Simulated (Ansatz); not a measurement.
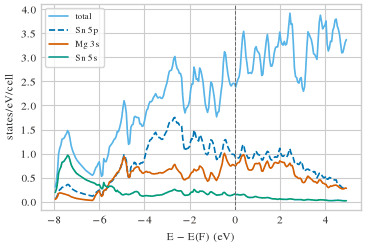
Fig. 1. Total and projected density of states of Mg$_{2}$Sn in space group P-62m (No. 189; Mg on 3g, Mg on 1a, Sn on 2c), PBEsol in the plane-wave PAW code Ansatz

Q: Which orbitals carry the states next to the Fermi level?

A: Within 0.5 eV of the Fermi level: Sn 5p 38 %, Mg 3s 30 %, Sn 5s 5 %, outside the projected shells 26 %. Projections are on Löwdin-orthogonalised atomic valence shells; empty p or d shells of many metals are not among them.

Q: Where is the tallest occupied peak in this window, and what makes it?

A: Near -0.4 eV, about 3.1 states/eV per cell; the largest projected share is Sn 5p.

The workflow started from a Materials Project entry (that database holds measured and hypothetical structures alike); the Crystallography Open Database copy checked does not list it. COD files the formula under space group No. 225, 227, so this cell is another polymorph or a model. With Mg and Sn taken as one species the cell has the higher symmetry P6_3/mmc, so it may be an ordered model of a mixed-site phase. Its standing as an ambient phase is unchecked. Symmetry was held in the PBEsol relaxation; of distortions, only those at the zone centre were tested. Scalar-relativistic: spin–orbit coupling is off unless named, which matters more the heavier the elements.

Potentials: the later of the program's two PAW sets.
